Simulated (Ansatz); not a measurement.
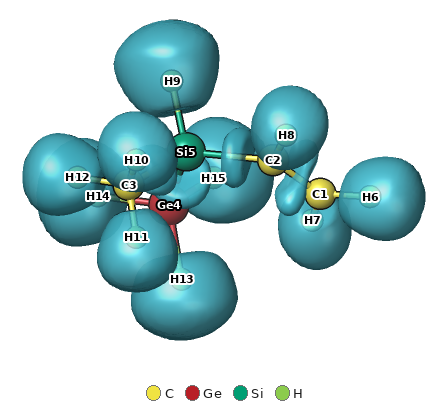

The picture shows: C3H10GeSi. Isosurface of the ELF at 0.85 (cyan), seen from one side. Only the valence region is drawn (cores and ρ < 0.01 e/Å³ removed).

Geometry: B3LYP/def2-SVP.

These are results of Ansatz 0.2.0, isolated molecule in a Gaussian basis; Kohn-Sham density functional theory, functional PBE0, not measurements.

Input file:

```
crystal:
  periodic: [false, false, false]
  atoms:
    - symbol: C
      position_ang: [-1.357955, -1.900404, 0.575884]
    - symbol: C
      position_ang: [-1.052038, -1.117725, -0.468281]
    - symbol: C
      position_ang: [0.484925, 1.545822, -0.883361]
    - symbol: Ge
      position_ang: [-2.160700, 1.643997, 1.479774]
    - symbol: Si
      position_ang: [-1.204396, 0.758075, -0.541103]
    - symbol: H
      position_ang: [-1.236312, -2.989442, 0.542923]
    - symbol: H
      position_ang: [-1.746129, -1.495744, 1.518195]
    - symbol: H
      position_ang: [-0.669020, -1.612531, -1.373844]
    - symbol: H
      position_ang: [-2.121880, 1.115364, -1.670498]
    - symbol: H
      position_ang: [0.914803, 1.145756, -1.816618]
    - symbol: H
      position_ang: [1.193367, 1.337618, -0.065831]
    - symbol: H
      position_ang: [0.396102, 2.638541, -0.993170]
    - symbol: H
      position_ang: [-1.279088, 1.351965, 2.717334]
    - symbol: H
      position_ang: [-2.305110, 3.180098, 1.372410]
    - symbol: H
      position_ang: [-3.564942, 1.063752, 1.763689]
basis:
  gaussian: {orbitals: def2-SVPD}
hamiltonian: {xc: {name: PBE0}}
output: {forces: true, orbitals: {seedname: orbitals}}
```

Run with:

```sh
ansatz run input.yaml --threads 4 --pin off --max-ram 7830MiB --events-out events.jsonl --progress --plain --runs-dir runs
```

### Describe the localisation domains.

The surface consists of one region between bonded C–C atoms (shared pairs), two regions between bonded C–Si atoms (shared pairs), one region between bonded Ge–Si atoms (shared pairs) and ten regions around hydrogen nuclei.

Values along the shortest contacts:
C–C (1.34 Å): the ELF peaks at about 0.90 between the atoms (a multiple bond). C–Si (1.88 Å): the ELF peaks at about 1 between the atoms: localised, covalent bonding.
